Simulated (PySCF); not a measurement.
# ErCl3(H2O): how tightly the ligands are held

What does it cost to pull a ligand from ErCl3(H2O)? It is a constructed species; whether it can be made isn't addressed.

The runs use PySCF 2.14.0; PBE0, Er lcecp-1-SVP with ECP57, Cl def2-SVP, O def2-SVP, H def2-SVP; scalar-relativistic core potentials, no spin–orbit coupling.

1 further run of the same task is left out (for a known fault of the program).

### Step 1. Starting geometry

7 atoms, charge 0, spin multiplicity 1.

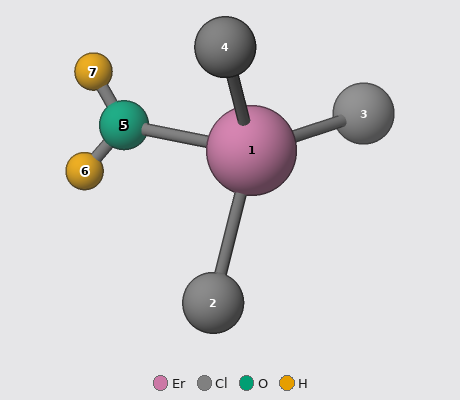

The structure; erbium pink, chlorine grey, oxygen teal, hydrogen amber; atoms are numbered from 1 in the order of the file.

Coordinates:

```mol
Cl3ErH2O
  3D, bonds by distance, orders not assigned

  7  6  0  0  0  0  0  0  0  0999 V2000
    0.0153   -0.0300    0.0229 Er  0  0
    1.1002    1.8946    1.1226 Cl  0  0
   -1.6342   -1.3295    1.3006 Cl  0  0
    1.1258   -1.1729   -1.8566 Cl  0  0
   -1.2892    1.4026   -1.2752 O   0  0
   -1.2587    2.3620   -1.1574 H   0  0
   -1.6847    1.2208   -2.1378 H   0  0
  1  2  8  0
  1  3  8  0
  1  4  8  0
  1  5  8  0
  5  6  8  0
  5  7  8  0
M  END
```

Formal oxidation states: Er +3. Each metal's 11 4f electrons lie in its core potential, so multiplicities, spins and levels count the valence alone. An earlier session relaxed this geometry at PBE0, Er lcecp-1-SVP with ECP57, Cl def2-SVP, O def2-SVP, H def2-SVP (singlet, point group C1).

### Step 2. Cl taken off

The ligand (atom 2) keeps its formal charge and a closed shell where it can; ligand and rest are solved at the complex's geometry, in vacuum, with the settings of the relaxation.

```
   part  charge    state   energy (Eh)
complex       0  singlet  -1494.553095
 ligand      -1  singlet   -459.928134
   rest       1  singlet  -1034.288554
```

It took 1.7 s on 2 threads of Intel Xeon Platinum 8259CL at 2.50GHz (Skylake/Cascade Lake), shared host.

### Step 3. Rigid scan of Cl

Atom 2 moves along the line from atom 1; the distance is to the donor, the donors' midpoint or the ring centre. Each point starts from the density of the one before.

```
distance (Å)  energy from the relaxed point (eV)
        2.17                               0.789
        2.27                               0.305
        2.37                               0.067
        2.47                               0.000
        2.57                               0.053
        2.67                               0.187
        2.87                               0.599
        3.17                               1.352
        3.57                               2.331
        4.07                               3.340
```

Wall time 22 s (2 threads of Intel Xeon Platinum 8259CL at 2.50GHz (Skylake/Cascade Lake), shared host).

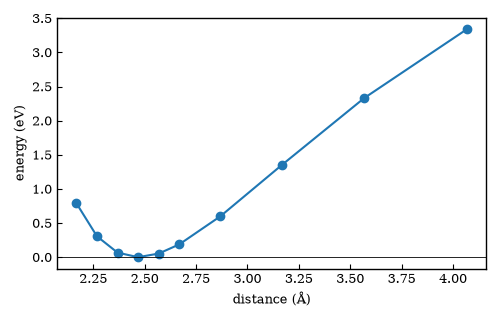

Energy along the rigid scan of Cl.

### Step 4. H2O taken off

The ligand (atoms 5, 6, 7) keeps its formal charge and a closed shell where it can; ligand and rest are solved at the complex's geometry, in vacuum, with the settings of the relaxation.

```
   part  charge    state   energy (Eh)
complex       0  singlet  -1494.553095
 ligand       0  singlet    -76.275727
   rest       0  singlet  -1418.218064
```

It took 1.6 s on 2 threads of Intel Xeon Platinum 8259CL at 2.50GHz (Skylake/Cascade Lake), shared host.

### Step 5. Rigid scan of H2O

Atoms 5, 6, 7 move together along the line from atom 1; the distance is to the donor, the donors' midpoint or the ring centre. Each point starts from the density of the one before.

```
distance (Å)  energy from the relaxed point (eV)
        2.03                               0.470
        2.13                               0.175
        2.23                               0.036
        2.33                               0.000
        2.43                               0.028
        2.53                               0.095
        2.73                               0.283
        3.03                               0.580
        3.43                               0.897
        3.93                               1.159
```

Run time: 21 s. Hardware: 2 threads of Intel Xeon Platinum 8259CL at 2.50GHz (Skylake/Cascade Lake), shared host.

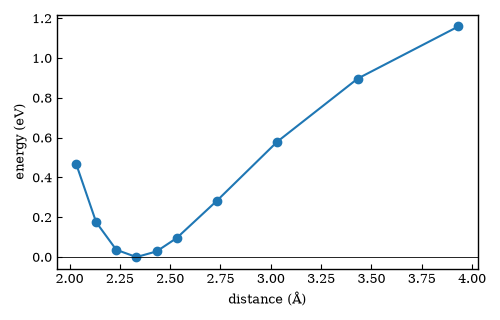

Energy along the rigid scan of H2O.

### Step 6. Results

| quantity | value |
| --- | --- |
| taking off Cl | 9.15 eV |
| stiffness of the Cl contact | 11.9 eV/Å² |
| taking off H2O | 1.61 eV |
| stiffness of the H2O contact | 6.5 eV/Å² |

Taking off Cl as a fragment of charge -1 costs 9.15 eV, much of it the attraction of the two charges. Near 2.47 Å the Cl contact has a stiffness of about 11.9 eV/Å², and the energy stands 3.34 eV higher at 4.07 Å. Taking off H2O as a fragment of charge +0 costs 1.61 eV. Near 2.33 Å the H2O contact has a stiffness of about 6.5 eV/Å², and the energy stands 1.16 eV higher at 3.93 Å. The free anion is solved without diffuse functions, no counterpoise correction is made, and the parts aren't relaxed; each of these makes the binding look larger. The bases are small and lack diffuse functions. Spin–orbit coupling is left out.
